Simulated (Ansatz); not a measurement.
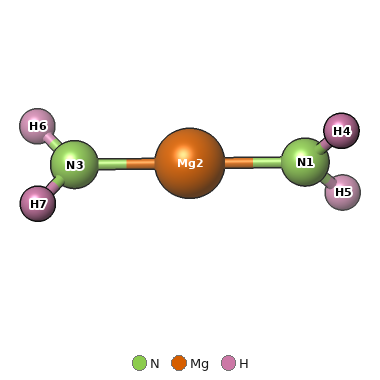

The system is H₄MgN₂, SMILES [NH2][Mg][NH2]; the picture shows the reference structure. 
- First axis: angle N1–Mg2–N3 (carried through 180). Second axis: change of the bonds Mg2–N1, Mg2–N3, all alike.
- Nothing is relaxed (all other coordinates rigid).
- The scan uses a 13 × 13 grid.
- Points are written as (first, second).
- Energies: eV, counted from the lowest grid point.
- All numbers below come from Ansatz, RKS r2SCAN-D4/def2-TZVP.

Its coordinates:

```csv
atom,x (Å),y (Å),z (Å)
N,-1.5698,-0.0335,-1.0438
Mg,0.0089,-0.0097,-0.0067
N,1.5872,0.0141,1.0308
H,-2.3184,-0.7099,-0.9885
H,-1.8304,0.6272,-1.7624
H,2.4636,-0.4366,0.8076
H,1.7201,0.4803,1.9173
```

Range: angle N1–Mg2–N3 (carried through 180) from 140.0 to 220.0°; change of the bonds Mg2–N1, Mg2–N3, all alike from −0.208 to 0.321 Å.

Q: What will the energy surface look like?

A: The lowest grid point is at (180.0°, 0.013 Å). It is the only kind of minimum in the scanned range. The highest grid point, (220.0°, 0.321 Å), lies 1.43 eV above the lowest. Round the minimum the two coordinates are nearly uncoupled.

```
second ↓, first →  140.0  146.7  153.3  160.0  166.7  173.3  180.0  186.7  193.3  200.0  206.7  213.3  220.0
            0.321   1.43   1.36   1.30   1.26   1.22   1.20   1.20   1.20   1.22   1.26   1.30   1.36   1.43
            0.277   1.18   1.11   1.05   1.00   0.97   0.95   0.94   0.95   0.97   1.00   1.05   1.11   1.18
            0.233   0.95   0.87   0.81   0.76   0.73   0.71   0.70   0.71   0.73   0.76   0.81   0.87   0.95
            0.189   0.74   0.66   0.60   0.55   0.52   0.50   0.49   0.50   0.52   0.55   0.60   0.66   0.74
            0.145   0.56   0.48   0.42   0.37   0.33   0.31   0.30   0.31   0.33   0.37   0.42   0.48   0.56
            0.101   0.41   0.33   0.27   0.22   0.18   0.16   0.16   0.16   0.18   0.22   0.27   0.33   0.41
            0.057   0.31   0.23   0.17   0.12   0.08   0.06   0.05   0.06   0.08   0.12   0.17   0.23   0.31
            0.013   0.27   0.18   0.12   0.07   0.03   0.01   0.00   0.01   0.03   0.07   0.12   0.18   0.27
           −0.031   0.29   0.20   0.13   0.08   0.04   0.02   0.02   0.02   0.04   0.08   0.13   0.20   0.29
           −0.076   0.39   0.30   0.23   0.18   0.14   0.12   0.11   0.12   0.14   0.18   0.23   0.30   0.39
           −0.120   0.58   0.50   0.43   0.37   0.34   0.31   0.31   0.31   0.34   0.37   0.43   0.50   0.58
           −0.164   0.89   0.81   0.74   0.68   0.64   0.62   0.62   0.62   0.65   0.68   0.74   0.81   0.89
           −0.208   1.34   1.25   1.18   1.13   1.09   1.07   1.06   1.07   1.09   1.13   1.18   1.25   1.34
```

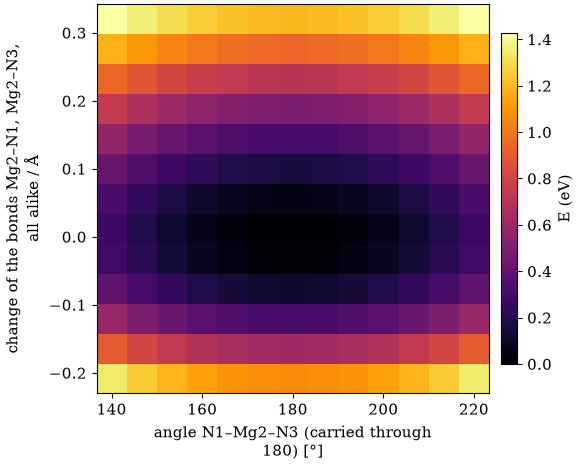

The picture shows one coloured cell a grid point.

The whole map (169 points run) took 13 min on 1 thread of Arm Neoverse V1 (shared host).
